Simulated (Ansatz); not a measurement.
```xyz
6

C    -1.7046    2.5228    2.7432
Cl   -3.8767   -0.3777    1.5347
Sn   -1.8862    0.2924    2.6729
H    -0.7756    2.7464    3.2806
H    -1.6723    2.8526    1.6981
H    -2.5929    2.8770    3.2796
```

Geometry: PBE0-D3(BJ)/def2-SVP; core potentials replace the inner electrons of Sn.

The calculation used isolated molecule in a Gaussian basis; Kohn-Sham density functional theory, functional PBE0 (Ansatz).

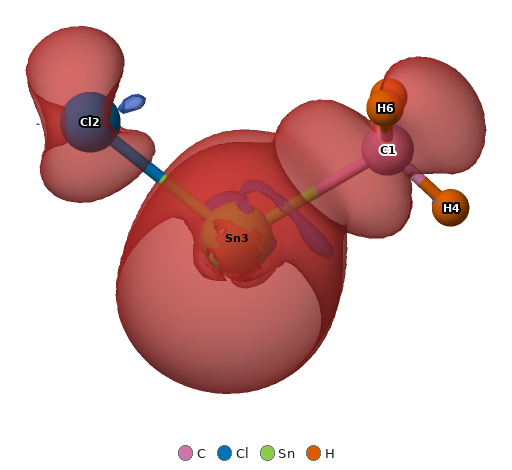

CH3ClSn (triplet). Isosurfaces of the spin density (α minus β) at +0.015 (red) and −0.015 e/Å³ (blue), seen across its widest extent.

### Which atoms carry the spin?

The unpaired spin (2 electrons) lies mostly on Sn3 (about 1.4), C1 (about 0.3) and Cl2 (about 0.2), in electrons by Hirshfeld's partition.
